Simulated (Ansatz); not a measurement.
**Run report: CH$_{8}$GeSi, geometry relaxation (part 2 of 2)**

The same run, continued: CH$_{8}$GeSi; RKS PBE0-D4/def2-TZVP (Ansatz 0.2.0). The geometry is a transition state displaced along its imaginary mode. The reaction was set up to form Si1–H3 and to break Si1–Ge2 and Ge2–H3 (atoms counted from 1 in the order of the input); sticks are drawn by distance alone.

Geometry of the input (Å):
```
Si -0.2175  0.4334  0.7066
Ge 1.3043  0.8920  -1.3588
H  -0.3451  1.0806  -0.6498
H  0.9537  2.3159  -1.7572
H  0.4809  0.0792  -2.5436
H  -1.5574  0.9580  1.1730
H  0.7940  1.0776  1.6141
C  -0.3169  -1.4288  0.7088
H  0.6534  -1.9250  0.6702
H  -0.8503  -1.7435  1.6022
H  -0.8992  -1.7394  -0.1657
```

Trajectory as extended XYZ, continued
```
11
Properties=species:S:1:pos:R:3:forces:R:3 step=5 energy=-65550.90372
Si   -0.2922    0.4472    0.7707    0.0025  -0.0330  -0.0663
Ge    1.3354    0.7705   -1.3991    0.0962  -0.0141  -0.0003
H    -0.2950    1.1226   -0.6517   -0.0626  -0.0018   0.0693
H     1.0887    2.2735   -1.8234    0.0128   0.0056   0.0008
H     0.3802    0.1626   -2.5031   -0.0458  -0.0001  -0.0341
H    -1.6421    0.9575    1.1452   -0.0065  -0.0063  -0.0025
H     0.7035    1.0582    1.6767    0.0028   0.0117   0.0145
C    -0.3074   -1.4135    0.7061   -0.0081   0.0147   0.0171
H     0.6954   -1.8200    0.5707   -0.0158   0.0176   0.0125
H    -0.7337   -1.8095    1.6324    0.0181   0.0074  -0.0185
H    -0.9330   -1.7490   -0.1245    0.0064  -0.0017   0.0075
11
Properties=species:S:1:pos:R:3:forces:R:3 step=6 energy=-65550.90560
Si   -0.2983    0.4447    0.7683   -0.0032   0.0006  -0.0321
Ge    1.3354    0.7601   -1.4073    0.0376  -0.0548  -0.0343
H    -0.2897    1.1324   -0.6452   -0.0426  -0.0044   0.0427
H     1.1227    2.2690   -1.8256   -0.0010   0.0208   0.0148
H     0.3534    0.1845   -2.5116    0.0025   0.0107   0.0048
H    -1.6521    0.9493    1.1345   -0.0147  -0.0010   0.0044
H     0.6895    1.0601    1.6810    0.0045   0.0027   0.0027
C    -0.3061   -1.4154    0.7101    0.0151   0.0130  -0.0078
H     0.6997   -1.8120    0.5703   -0.0049  -0.0015   0.0055
H    -0.7210   -1.8127    1.6404    0.0029   0.0150  -0.0018
H    -0.9335   -1.7599   -0.1150    0.0037  -0.0011   0.0010
11
Properties=species:S:1:pos:R:3:forces:R:3 step=7 energy=-65550.90744
Si   -0.3079    0.4440    0.7597    0.0323  -0.0206  -0.0338
Ge    1.3213    0.7220   -1.4311    0.0064   0.0000   0.0362
H    -0.3018    1.1247   -0.6524    0.0093   0.0095   0.0110
H     1.1802    2.2584   -1.7758   -0.0059   0.0105  -0.0141
H     0.3040    0.2409   -2.5443   -0.0065   0.0051  -0.0391
H    -1.6655    0.9380    1.1286   -0.0012  -0.0033   0.0046
H     0.6823    1.0717    1.6621    0.0001   0.0089  -0.0034
C    -0.2956   -1.4154    0.7170   -0.0240  -0.0017   0.0319
H     0.7135   -1.8098    0.5995    0.0058   0.0209  -0.0013
H    -0.7216   -1.7982    1.6480   -0.0136  -0.0264   0.0038
H    -0.9091   -1.7762   -0.1114   -0.0026  -0.0030   0.0043
11
Properties=species:S:1:pos:R:3:forces:R:3 step=8 energy=-65550.90825
Si   -0.3056    0.4386    0.7534   -0.0107   0.0028   0.0281
Ge    1.3169    0.7217   -1.4408    0.0037   0.0113  -0.0017
H    -0.3026    1.1255   -0.6566   -0.0077  -0.0040   0.0041
H     1.1897    2.2639   -1.7714    0.0015  -0.0066   0.0146
H     0.3055    0.2696   -2.5735   -0.0033  -0.0047  -0.0013
H    -1.6620    0.9309    1.1300   -0.0034   0.0095  -0.0134
H     0.6823    1.0717    1.6553    0.0106   0.0013  -0.0207
C    -0.2990   -1.4210    0.7281   -0.0043  -0.0087   0.0103
H     0.7125   -1.8113    0.6185    0.0044  -0.0092  -0.0063
H    -0.7305   -1.8013    1.6583    0.0036   0.0129  -0.0101
H    -0.9071   -1.7883   -0.1015    0.0055  -0.0046  -0.0035
11
Properties=species:S:1:pos:R:3:forces:R:3 step=9 energy=-65550.90869
Si   -0.3070    0.4360    0.7503    0.0011   0.0074   0.0126
Ge    1.3132    0.7183   -1.4452   -0.0079   0.0224  -0.0034
H    -0.3094    1.1178   -0.6613    0.0034  -0.0051  -0.0109
H     1.1985    2.2671   -1.7531    0.0002  -0.0208   0.0111
H     0.3021    0.2876   -2.5872    0.0016   0.0014   0.0025
H    -1.6625    0.9314    1.1267    0.0026   0.0034  -0.0022
H     0.6882    1.0750    1.6400   -0.0010  -0.0016  -0.0093
C    -0.2987   -1.4238    0.7331   -0.0106  -0.0078   0.0160
H     0.7131   -1.8149    0.6289    0.0022  -0.0020  -0.0054
H    -0.7335   -1.7986    1.6641    0.0037   0.0049  -0.0109
H    -0.9040   -1.7958   -0.0965    0.0047  -0.0023  -0.0002
11
Properties=species:S:1:pos:R:3:forces:R:3 step=10 energy=-65550.90898
Si   -0.3065    0.4321    0.7434    0.0049   0.0089   0.0059
Ge    1.3115    0.7173   -1.4499   -0.0236   0.0239  -0.0094
H    -0.3170    1.1033   -0.6737    0.0041  -0.0088  -0.0064
H     1.2022    2.2726   -1.7263    0.0057  -0.0227   0.0041
H     0.3015    0.3126   -2.6029    0.0108   0.0030   0.0020
H    -1.6591    0.9336    1.1228    0.0057   0.0004   0.0005
H     0.6968    1.0789    1.6183   -0.0080  -0.0052   0.0021
C    -0.3001   -1.4280    0.7409   -0.0103  -0.0039   0.0152
H     0.7120   -1.8204    0.6422   -0.0021  -0.0003  -0.0026
H    -0.7385   -1.7956    1.6731    0.0086   0.0040  -0.0126
H    -0.9027   -1.8063   -0.0879    0.0042   0.0007   0.0013
11
Properties=species:S:1:pos:R:3:forces:R:3 step=11 energy=-65550.90907
Si   -0.3073    0.4297    0.7405    0.0083  -0.0034  -0.0112
Ge    1.3049    0.7156   -1.4552   -0.0005   0.0191  -0.0115
H    -0.3266    1.0895   -0.6823    0.0000   0.0022  -0.0071
H     1.2121    2.2763   -1.7071   -0.0027  -0.0272   0.0034
H     0.3046    0.3339   -2.6244    0.0047   0.0083   0.0146
H    -1.6577    0.9350    1.1226    0.0052  -0.0038   0.0035
H     0.7009    1.0815    1.6058   -0.0082  -0.0027   0.0001
C    -0.3005   -1.4308    0.7476   -0.0116   0.0005   0.0141
H     0.7116   -1.8241    0.6513   -0.0054   0.0064   0.0001
H    -0.7400   -1.7931    1.6812    0.0081  -0.0020  -0.0102
H    -0.9020   -1.8135   -0.0801    0.0021   0.0025   0.0043
11
Properties=species:S:1:pos:R:3:forces:R:3 step=12 energy=-65550.90915
Si   -0.3067    0.4295    0.7389    0.0023  -0.0031  -0.0020
Ge    1.3072    0.7167   -1.4545   -0.0063   0.0103  -0.0093
H    -0.3256    1.0887   -0.6845   -0.0005   0.0002   0.0000
H     1.2102    2.2761   -1.7067    0.0007  -0.0137   0.0022
H     0.3048    0.3345   -2.6214    0.0063   0.0034   0.0071
H    -1.6568    0.9351    1.1215    0.0023  -0.0011  -0.0004
H     0.7000    1.0813    1.6059   -0.0034  -0.0018  -0.0002
C    -0.3011   -1.4308    0.7477   -0.0064   0.0012   0.0076
H     0.7108   -1.8238    0.6490   -0.0035   0.0019   0.0001
H    -0.7382   -1.7933    1.6823    0.0070   0.0013  -0.0073
H    -0.9045   -1.8137   -0.0784    0.0016   0.0014   0.0023
11
Properties=species:S:1:pos:R:3:forces:R:3 step=13 energy=-65550.90918
Si   -0.3068    0.4294    0.7380   -0.0005  -0.0042  -0.0001
Ge    1.3078    0.7170   -1.4542   -0.0030   0.0018  -0.0037
H    -0.3261    1.0874   -0.6862   -0.0006   0.0000   0.0024
H     1.2100    2.2758   -1.7047    0.0015  -0.0019   0.0006
H     0.3066    0.3360   -2.6218    0.0027   0.0005   0.0019
H    -1.6567    0.9352    1.1205   -0.0001  -0.0001  -0.0013
H     0.6992    1.0813    1.6054   -0.0001  -0.0001  -0.0004
C    -0.3015   -1.4309    0.7482   -0.0026   0.0020   0.0021
H     0.7101   -1.8237    0.6461   -0.0015   0.0002   0.0002
H    -0.7351   -1.7932    1.6843    0.0039   0.0014  -0.0028
H    -0.9076   -1.8142   -0.0757    0.0004   0.0005   0.0012
11
Properties=species:S:1:pos:R:3:forces:R:3 step=14 energy=-65550.90920
Si   -0.3074    0.4288    0.7369   -0.0011  -0.0027   0.0005
Ge    1.3079    0.7175   -1.4543    0.0011  -0.0051   0.0005
H    -0.3272    1.0856   -0.6879    0.0000   0.0006   0.0022
H     1.2124    2.2764   -1.7021   -0.0007   0.0042   0.0002
H     0.3081    0.3393   -2.6235    0.0001  -0.0004  -0.0019
H    -1.6572    0.9348    1.1191   -0.0014   0.0002  -0.0008
H     0.6985    1.0816    1.6036    0.0010   0.0006   0.0003
C    -0.3019   -1.4314    0.7492    0.0007   0.0022  -0.0030
H     0.7093   -1.8240    0.6434   -0.0001  -0.0005   0.0002
H    -0.7314   -1.7929    1.6873    0.0009   0.0009   0.0009
H    -0.9111   -1.8157   -0.0719   -0.0006  -0.0001   0.0009
11
Properties=species:S:1:pos:R:3:forces:R:3 step=15 energy=-65550.90920
Si   -0.3080    0.4284    0.7359   -0.0024  -0.0022  -0.0006
Ge    1.3079    0.7166   -1.4547    0.0036  -0.0042   0.0040
H    -0.3279    1.0845   -0.6892    0.0007  -0.0008   0.0011
H     1.2136    2.2761   -1.6977    0.0007   0.0070  -0.0018
H     0.3103    0.3425   -2.6267   -0.0033  -0.0010  -0.0025
H    -1.6580    0.9345    1.1175   -0.0015   0.0003   0.0000
H     0.6977    1.0822    1.6021    0.0017   0.0010   0.0001
C    -0.3022   -1.4316    0.7501    0.0026   0.0008  -0.0049
H     0.7086   -1.8240    0.6399    0.0005  -0.0007   0.0004
H    -0.7269   -1.7923    1.6906   -0.0016  -0.0001   0.0032
H    -0.9152   -1.8169   -0.0677   -0.0009  -0.0002   0.0011
11
Properties=species:S:1:pos:R:3:forces:R:3 step=16 energy=-65550.90921
Si   -0.3084    0.4280    0.7354   -0.0015   0.0002  -0.0005
Ge    1.3081    0.7168   -1.4549    0.0031  -0.0027   0.0019
H    -0.3282    1.0837   -0.6898    0.0005  -0.0005   0.0005
H     1.2152    2.2768   -1.6969   -0.0004   0.0036  -0.0005
H     0.3106    0.3443   -2.6276   -0.0021  -0.0006  -0.0018
H    -1.6586    0.9340    1.1167   -0.0007   0.0000   0.0004
H     0.6974    1.0824    1.6011    0.0006   0.0004   0.0006
C    -0.3023   -1.4319    0.7506    0.0025   0.0002  -0.0044
H     0.7083   -1.8244    0.6387    0.0001  -0.0003   0.0004
H    -0.7251   -1.7919    1.6922   -0.0015  -0.0001   0.0023
H    -0.9170   -1.8178   -0.0657   -0.0007  -0.0001   0.0012
```

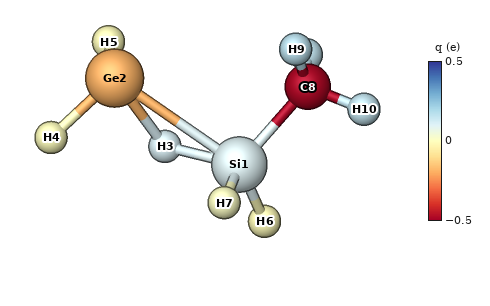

Figure 1. Mulliken charges, as the colour of each atom (ball-and-stick view, seen at a tilt; atoms are numbered from 1 in the order of the input). By element: Si +0.09, Ge −0.19, H −0.01 to +0.16 and C −0.48 e.

Summary

| quantity | value |
| --- | --- |
| outcome | converged |
| total energy | −65550.9092 eV |
| mean-field energy | −65550.7238 eV |
| dispersion energy | −0.1855 eV |
| SCF solution under orbital rotations | stable |
| largest force (length of the vector) at the end | 0.005 eV/Å |
| dipole moment | 2.17 D |
| wall time | 43 s (CPU time 2.6 min) |
| peak memory | 0.41 GiB |
